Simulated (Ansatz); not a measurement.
**C2H2F4 (norflurane) at PBE-QIDH/cc-pVDZ**

What is the electronic atomisation energy of C2H2F4 (norflurane) at PBE-QIDH/cc-pVDZ? 

The results are computed with Ansatz 0.2.0.

46 further runs of the same task are left out: 1 that didn't finish, 45 set aside as unsound or not needed.

### Step 1. The system as given

C2H2F4: 8 atoms, total charge 0, spin state singlet. As SMILES, `FCC(F)(F)F`. The shape is that of a PBE0-D4/def2-TZVP optimisation.

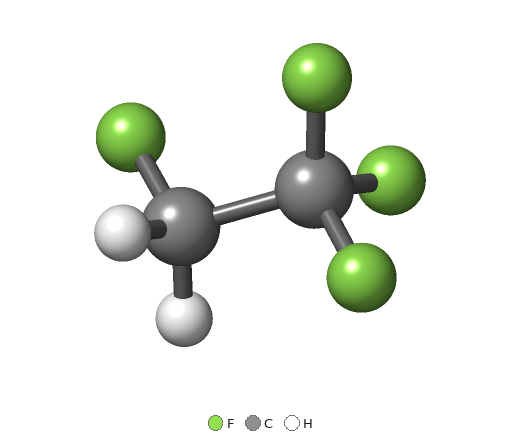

The structure, seen from a chosen angle (fluorine green, carbon grey, hydrogen white).

### Step 2. A single-point energy at PBE-QIDH/cc-pVDZ

run.yaml

```yaml
crystal:
  periodic: [false, false, false]
  atoms:
    - symbol: F
      position_ang: [-0.224600, -1.506500, 0.915200]
    - symbol: C
      position_ang: [-0.211200, -0.737800, -0.211700]
    - symbol: C
      position_ang: [0.211200, 0.674300, 0.135500]
    - symbol: F
      position_ang: [1.434400, 0.711300, 0.662400]
    - symbol: F
      position_ang: [0.217100, 1.411800, -0.982100]
    - symbol: F
      position_ang: [-0.624600, 1.243600, 1.002900]
    - symbol: H
      position_ang: [0.502000, -1.148600, -0.930100]
    - symbol: H
      position_ang: [-1.212300, -0.705100, -0.647900]
basis:
  gaussian:
    orbitals: cc-pVDZ
hamiltonian:
  xc: {name: PBE-QIDH}
correlation:
  frozen_orbitals: {C: 1, F: 1, H: 0}
accuracy: high
output: {orbitals: {seedname: orbitals}}
```

On the command line:

```
$ ansatz run run.yaml --threads 1 --pin off --max-ram 3480MiB --events-out events.jsonl --progress --plain --runs-dir runs
```

Standard output:

```text
Warning: RAYON_NUM_THREADS=1 ignored (pool sized by the plan → 1); use --threads N
Functional definition: PBE-QIDH
  name "PBE-QIDH"
  parameter a = 3^(-1/3)
  parameter c = 1/3
  exchange = (1 - a)*pbe_x + a*exact_x
  correlation = (1 - c)*pbe_c + c*(mp2_os + mp2_ss)
2143 factors; integrals over basis functions are off by at most 2.6e-9 eV
mean field evaluation 1: about -12944.3163 eV, gradient 4.1e1 eV
mean field evaluation 2: about -12944.4761 eV, gradient 4.1e1 eV
mean field evaluation 4: about -12947.2769 eV, gradient 2.7e0 eV
mean field evaluation 8: about -12947.2992 eV, gradient 6.1e-2 eV
mean field evaluation 16: about -12947.2992 eV, gradient 2.1e-5 eV
mean field -12947.29924020 eV, -475.8044710828 hartree, gradient 8.4e-8 eV, S^2 0.000000; 0 other end points of the search recorded, 0 dependent functions left out
6 core orbitals not correlated: weight in the atoms' cores, before any rotation towards them, 1.000 or more for the frozen orbitals, at most 0.000 for the correlated occupied ones
reference -12947.29924078 eV, -475.8044711042 hartree; 19, 19 occupied and 69, 69 virtual orbitals, 2143 factors
second order -30.55717108 eV of doubles, -0.00000000 eV of singles
Total energy: -12957.48496448 eV, -476.1787895458 hartree
```

Wall time 13 s (1 thread of Arm Neoverse V1, shared host); peak memory 0.33 GiB.

### Step 3. The C atom

molecule.yaml

```yaml
crystal:
  periodic: [false, false, false]
  atoms:
    - {symbol: C, position_ang: [0.000000, 0.000000, 0.000000]}
basis:
  gaussian:
    orbitals: cc-pVDZ
magnetization:
  spin_polarized: true
  initial_magnetization: 2
hamiltonian:
  xc: {name: PBE-QIDH}
correlation:
  frozen_orbitals: {C: 1}
accuracy: high
```

On the command line:

```
$ ansatz run molecule.yaml --threads 1 --pin off --max-ram 3480MiB --events-out events.jsonl --progress --plain --runs-dir runs
```

Standard output, cut to the lines that bear on the results:

```text
Warning: RAYON_NUM_THREADS=1 ignored (pool sized by the plan → 1); use --threads N
[... 6 set-up lines as earlier in the session ...]
96 factors; integrals over basis functions are off by at most 1.3e-9 eV
mean field evaluation 1: about -1027.6149 eV, gradient 4.3e0 eV
mean field evaluation 2: about -1027.6164 eV, gradient 4.3e0 eV
mean field evaluation 4: about -1027.7650 eV, gradient 9.2e-2 eV
mean field evaluation 8: about -1027.7649 eV, gradient 1.6e-4 eV
mean field -1027.76491588 eV, -37.7696640144 hartree, gradient 1.5e-8 eV, S^2 2.004196; 0 other end points of the search recorded, 0 dependent functions left out
1 core orbitals not correlated: weight in the atoms' cores, before any rotation towards them, 1.000 or more for the frozen orbitals, at most 0.000 for the correlated occupied ones
reference -1027.76491641 eV, -37.7696640339 hartree; 3, 1 occupied and 10, 12 virtual orbitals, 96 factors
second order -1.61969414 eV of doubles, -0.00000000 eV of singles
Total energy: -1028.30481445 eV, -37.7895049211 hartree
```

Wall time 0.32 s (1 thread of Arm Neoverse V1, shared host).

### Step 4. The F atom at the same level

in.yaml

```yaml
crystal:
  periodic: [false, false, false]
  atoms:
    - symbol: F
      position_ang: [0.000000, 0.000000, 0.000000]
basis:
  gaussian:
    orbitals: cc-pVDZ
total_charge: 0
magnetization:
  spin_polarized: true
  initial_magnetization: 1
hamiltonian:
  xc: {name: PBE-QIDH}
correlation:
  frozen_orbitals: {F: 1}
accuracy: high
```

Run the same way, it converges to -99.60840 Eh (log not shown).

### Step 5. The H atom at the same level

run.yaml

```yaml
crystal:
  periodic: [false, false, false]
  atoms:
    - {symbol: H, position_ang: [0.000000, 0.000000, 0.000000]}
basis:
  gaussian: {orbitals: cc-pVDZ}
hamiltonian: {xc: {name: PBE-QIDH}}
correlation: {frozen_orbitals: {H: 0}}
accuracy: high
magnetization: {spin_polarized: true, initial_magnetization: 1}
```

On the command line:

```
$ ansatz run run.yaml --threads 1 --pin off --max-ram 3480MiB --events-out events.jsonl --progress --plain --runs-dir runs
```

Standard output, cut to the lines that bear on the results:

```text
Warning: RAYON_NUM_THREADS=1 ignored (pool sized by the plan → 1); use --threads N
[... 6 set-up lines as earlier in the session ...]
15 factors; integrals over basis functions are off by at most 4.6e-8 eV
mean field evaluation 1: about -13.6204 eV, gradient 1.2e0 eV
mean field evaluation 2: about -13.6204 eV, gradient 1.2e0 eV
mean field evaluation 4: about -13.6394 eV, gradient 2.8e-4 eV
mean field evaluation 8: about -13.6394 eV, gradient 1.6e-9 eV
mean field -13.63943543 eV, -0.5012400069 hartree, gradient 2.1e-9 eV, S^2 0.750000; 0 other end points of the search recorded, 0 dependent functions left out
reference -13.63943598 eV, -0.5012400272 hartree; 1, 0 occupied and 4, 5 virtual orbitals, 15 factors
second order 0.00000000 eV of doubles, -0.00000000 eV of singles
Total energy: -13.63943598 eV, -0.5012400272 hartree
```

It took 0.12 s on 1 thread of Arm Neoverse V1, shared host.

### Step 6. Outcome

At PBE-QIDH/cc-pVDZ, 6 core orbitals frozen:

| quantity | value |
| --- | --- |
| molecule: total energy | -476.17879 Eh |
| molecule: HOMO energy (SCF part's orbitals) | -13.29 eV |
| molecule: LUMO energy (SCF part's orbitals) | 3.72 eV |
| molecule: HOMO–LUMO gap (SCF part's orbitals) | 17.02 eV |
| C atom: total energy | -37.78950 Eh |
| C atom: ⟨S²⟩ | 2.004 |
| F atom: total energy | -99.60840 Eh |
| F atom: ⟨S²⟩ | 0.751 |
| H atom: total energy | -0.50124 Eh |
| H atom: ⟨S²⟩ | 0.750 |
| electronic atomisation energy | 31.666 eV |

Taking the molecule apart into free atoms costs 31.67 eV (730 kcal/mol), before zero-point energy and without spin-orbit coupling.
